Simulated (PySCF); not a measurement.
SMILES CC(/C=C\C#C)(C)C at its GFN2-xTB optimised geometry (Å):

```
20

C      1.8868    -1.8136    -0.0005
C      0.6875    -1.7347     0.0000
C     -0.7225    -1.7347     0.0000
C     -1.5148    -0.6628     0.0000
C     -1.0841     0.7827    -0.0003
C     -0.2500     1.0792     1.2526
C     -2.3273     1.6772     0.0008
C     -0.2522     1.0791    -1.2546
H      2.9352    -1.8518    -0.0008
H     -1.1613    -2.7263     0.0006
H     -2.5838    -0.8305     0.0003
H      0.0472     2.1256     1.2659
H      0.6443     0.4625     1.2689
H     -0.8285     0.8729     2.1509
H     -2.9344     1.4900     0.8845
H     -2.9352     1.4910    -0.8825
H     -2.0392     2.7263     0.0012
H      0.6436     0.4646    -1.2711
H     -0.8313     0.8702    -2.1519
H      0.0424     2.1263    -1.2699
```

Computed with PySCF 2.14.0 with PBE0/def2-SVP.

Map of the electrostatic potential (hartree/e), clipped to [-0.08, 0.12] on the plane z = 0.6 Å:

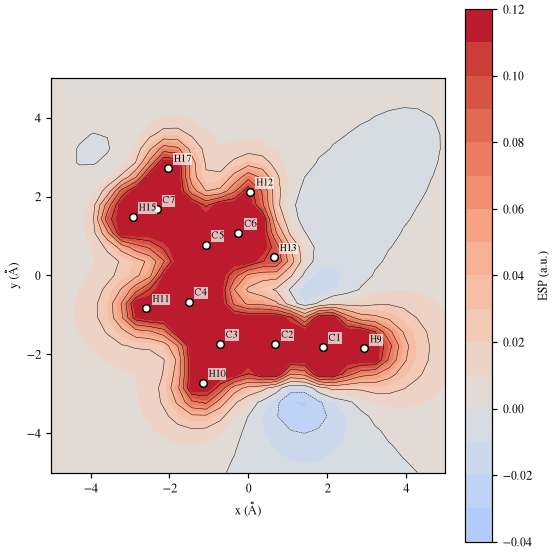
Electrostatic potential (hartree/e), clipped to [-0.08, 0.12] on the plane z = 0.6 Å.
